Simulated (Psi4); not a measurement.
# CH5FOSi (SMILES CO[SiH2]F): M06-L/def2-SVP

Aim: the energy change on altering one bond length of CH5FOSi at M06-L/def2-SVP, from 2 runs. 

Program for the calculation: Psi4 1.11.

2 further runs of the same task are left out: 2 set aside as unsound or not needed.

### Step 1. The molecule

The species is CH5FOSi (9 atoms), meant as a singlet with charge 0. As SMILES, `CO[SiH2]F`. Geometry: relaxed at PBE0-D4/def2-TZVP. This is one conformer, not always the lowest.

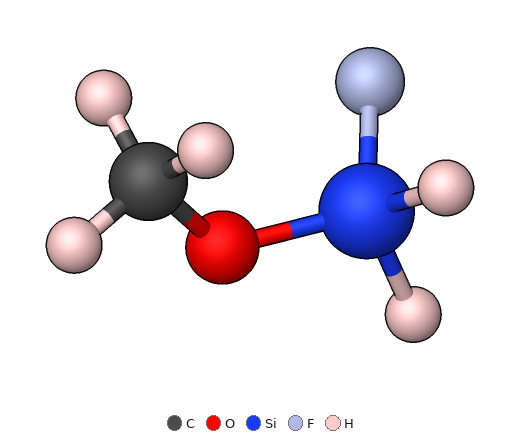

The structure, seen from a chosen angle (carbon dark grey, oxygen red, silicon blue, fluorine light blue, hydrogen pink).

### Step 2. Energy and forces at M06-L/def2-SVP

The input, ch5fosi.json:

```json
{
 "schema_name": "qcschema_input",
 "schema_version": 1,
 "molecule": {
  "schema_name": "qcschema_molecule",
  "schema_version": 2,
  "symbols": ["C", "O", "Si", "F", "H", "H", "H", "H", "H"],
  "geometry": [-0.52950126, 2.17450785, -1.30088746, -1.40520035, -0.12132042, -0.26078221, 0.31917474, -2.13104415, 1.28482479, 2.2714508, -3.52471717, -0.54820955, 0.35829207, 1.85004188, -3.13845715, -2.1465399, 3.4272073, -1.5552446, 0.83790456, 3.10576489, -0.05480206, -1.41389309, -4.04722644, 2.32795361, 1.87536421, -0.82051908, 3.21310133],
  "molecular_charge": 0,
  "molecular_multiplicity": 1,
  "fix_symmetry": "c1",
  "fix_com": true,
  "fix_orientation": true
 },
 "driver": "gradient",
 "model": {
  "method": "m06-l",
  "basis": "def2-SVP"
 },
 "keywords": {
  "puream": true,
  "e_convergence": 1e-09,
  "d_convergence": 1e-08,
  "scf_type": "pk",
  "dft_radial_points": 99,
  "dft_spherical_points": 590,
  "scf_properties": ["MAYER_INDICES", "DIPOLE", "MULLIKEN_CHARGES"]
 }
}
```

Run with:

```
psi4 --qcschema ch5fosi.json -n 1 --memory 1600MB
```

stdout:

```text
[...]
  Running in c1 symmetry.
[...]
  Nuclear repulsion =  182.271974624346029
[...]
  Multiplicity = 1
[...]
  Nalpha       = 21
  Nbeta        = 21
[...]
    Number of basis functions: 85
[...]
   @RKS iter   1:  -505.24749140906363   -3.50107e-01   8.40444e-03 ADIIS/DIIS
[...]
   @RKS iter  12:  -505.46537779848506   -3.97904e-13   3.31798e-09 DIIS
[...]
    Orbital Energies [Eh]
    ---------------------
    Doubly Occupied:
       1A    -65.866879     2A    -24.483675     3A    -18.978458
       4A    -10.120801     5A     -5.298783     6A     -3.612025
       7A     -3.609542     8A     -3.607142     9A     -1.141520
      10A     -0.992360    11A     -0.657512    12A     -0.519076
      13A     -0.451461    14A     -0.430678    15A     -0.429232
      16A     -0.396617    17A     -0.392024    18A     -0.365219
      19A     -0.315188    20A     -0.284773    21A     -0.271664
[...]
  @RKS Final Energy:  -505.46537779848506
   => Energetics <=
    Nuclear Repulsion Energy =            182.2719746243460293
    One-Electron Energy =               -1060.6924185935301921
    Two-Electron Energy =                 420.3245637505353898
    DFT Exchange-Correlation Energy =     -47.3694975798363132
    Empirical Dispersion Energy =           0.0000000000000000
    VV10 Nonlocal Energy =                  0.0000000000000000
    Total Energy =                       -505.4653777984850649
[...]
 Multipole Moments:
 ------------------------------------------------------------------------------------
     Multipole            Electronic (a.u.)      Nuclear  (a.u.)        Total (a.u.)
 ------------------------------------------------------------------------------------
 L = 1.  Multiply by 2.5417464519 to convert [e a0] to [Debye]
 Dipole X            :        -10.0339195           10.0040211           -0.0298984
 Dipole Y            :         46.5911984          -45.9653203            0.6258780
 Dipole Z            :         -3.8334597            3.9546298            0.1211701
 Magnitude           :                                                    0.6382001
[...]
  Mulliken Charges: (a.u.)
   Center  Symbol    Alpha    Beta     Spin     Total
       1     C     2.92881  2.92881  0.00000  0.14239
       2     O     4.27589  4.27589  0.00000 -0.55178
       3    SI     6.53137  6.53137  0.00000  0.93726
       4     F     4.68988  4.68988  0.00000 -0.37975
       5     H     0.47201  0.47201  0.00000  0.05598
       6     H     0.47089  0.47089  0.00000  0.05821
       7     H     0.47912  0.47912  0.00000  0.04177
       8     H     0.57003  0.57003  0.00000 -0.14006
       9     H     0.58201  0.58201  0.00000 -0.16401
   Total alpha = 21.00000, Total beta = 21.00000, Total charge = -0.00000
[...]
  -Total Gradient:
     Atom            X                  Y                   Z
    ------   -----------------  -----------------  -----------------
       1        0.004204198173     0.009341245157    -0.004192263764
       2        0.006918226480    -0.012087802429     0.008264947383
       3        0.004206886480     0.002893612105    -0.019724511868
       4       -0.012828497905     0.008606414849     0.012150676805
       5       -0.002264824261    -0.000757704076     0.004315479959
       6        0.002506897762    -0.003798711633     0.001290554246
       7       -0.003115078212    -0.003178941258    -0.001867131515
       8       -0.000219514356    -0.000740776569    -0.000018403813
       9        0.000108825520    -0.000126804485    -0.000232904933
[...]
```

Wall time 57 s (1 thread of Intel Xeon Platinum 8259CL at 2.50GHz (Skylake/Cascade Lake), shared host); peak memory 0.95 GiB.

### Step 3. The distorted shape, same level

The input, ch5fosi.in:

```
memory 1600 mb

molecule system {
  C     -0.553946     1.469745    -0.933766
  O     -1.017346     0.254845    -0.383366
  Si     0.168900    -1.127700     0.679900
  F      1.202000    -1.865200    -0.290100
  H     -0.084146     1.298045    -1.906166
  H     -1.409646     2.132645    -1.068366
  H      0.169654     1.962545    -0.274366
  H     -0.748200    -2.141700     1.231900
  H      0.992400    -0.434200     1.700300
  units angstrom
  symmetry c1
}

set {
  reference            rks
  puream               true
  e_convergence        1e-09
  d_convergence        1e-08
  scf_type             pk
  dft_radial_points    99
  dft_spherical_points 590
}

energy_value, wavefunction = gradient("m06-l/def2-SVP", return_wfn=True)
```

Run with:

```
psi4 -i ch5fosi.in -o ch5fosi.out -n 1
```

ch5fosi.out, cut to the lines that bear on the results:

```text
[...]
  Running in c1 symmetry.
[...]
  Nuclear repulsion =  166.625857102201280
[...]
  Multiplicity = 1
[...]
  Nalpha       = 21
  Nbeta        = 21
[...]
    Number of basis functions: 85
[...]
   @RKS iter   1:  -505.14185736830962   -5.59741e-01   8.83906e-03 ADIIS/DIIS
[...]
   @RKS iter  13:  -505.40329768678811   -3.41061e-13   2.14025e-09 DIIS
[...]
  @RKS Final Energy:  -505.40329768678811
   => Energetics <=
    Nuclear Repulsion Energy =            166.6258571022012802
    One-Electron Energy =               -1029.4975066067045191
    Two-Electron Energy =                 404.6951072418274293
    DFT Exchange-Correlation Energy =     -47.2267554241123193
    Empirical Dispersion Energy =           0.0000000000000000
    VV10 Nonlocal Energy =                  0.0000000000000000
    Total Energy =                       -505.4032976867881075
[...]
 Multipole Moments:
 ------------------------------------------------------------------------------------
     Multipole            Electronic (a.u.)      Nuclear  (a.u.)        Total (a.u.)
 ------------------------------------------------------------------------------------
 L = 1.  Multiply by 2.5417464519 to convert [e a0] to [Debye]
 Dipole X            :          2.6077776           -2.3149822            0.2927954
 Dipole Y            :         -6.3381835            6.3770813            0.0388978
 Dipole Z            :          0.3910640            0.1851508            0.5762147
 Magnitude           :                                                    0.6475072
[...]
  -Total Gradient:
     Atom            X                  Y                   Z
    ------   -----------------  -----------------  -----------------
       1       -0.007073599745     0.026908955007    -0.014514497749
       2       -0.036188625598     0.053965095380    -0.041276990656
       3        0.045224660472    -0.064195085054     0.031944307593
       4       -0.006871255656     0.005180711944     0.011483357059
       5       -0.004149675276    -0.003654770079     0.007144773041
       6        0.005469981518    -0.003721161845     0.000440308321
       7       -0.003924794327    -0.007656628582    -0.000230827215
       8        0.003826801363    -0.004271876594     0.003517766089
       9        0.003429504402    -0.002431027815     0.001813637926
[...]
```

Wall time 56 s (1 thread of Intel Xeon Platinum 8259CL at 2.50GHz (Skylake/Cascade Lake), shared host); peak memory 0.91 GiB.

### Step 4. Outcome

At M06-L/def2-SVP:

| quantity | value |
| --- | --- |
| first shape: total energy | -505.46538 Eh |
| first shape: dipole moment | 1.62 D |
| first shape: HOMO energy | -7.39 eV |
| first shape: LUMO energy | 1.16 eV |
| first shape: HOMO–LUMO gap | 8.55 eV |
| first shape: largest force on an atom | 1.048 eV/Å |
| distorted shape: total energy | -505.40330 Eh |
| distorted shape: dipole moment | 1.65 D |
| distorted shape: HOMO energy | -5.79 eV |
| distorted shape: LUMO energy | -1.18 eV |
| distorted shape: HOMO–LUMO gap | 4.61 eV |
| distorted shape: largest force on an atom | 4.359 eV/Å |
| energy change with the O2–Si3 bond stretched from 1.623 to 2.109 Å | 1.689 eV |

**Reading.** With the O2–Si3 bond stretched from 1.623 to 2.109 Å the energy rises by 1.69 eV (39 kcal/mol). The first shape isn't relaxed at this level, so the change isn't measured from a minimum. The largest force (first shape) is 1.05 eV/Å: the shape isn't a stationary point for this species at this level.
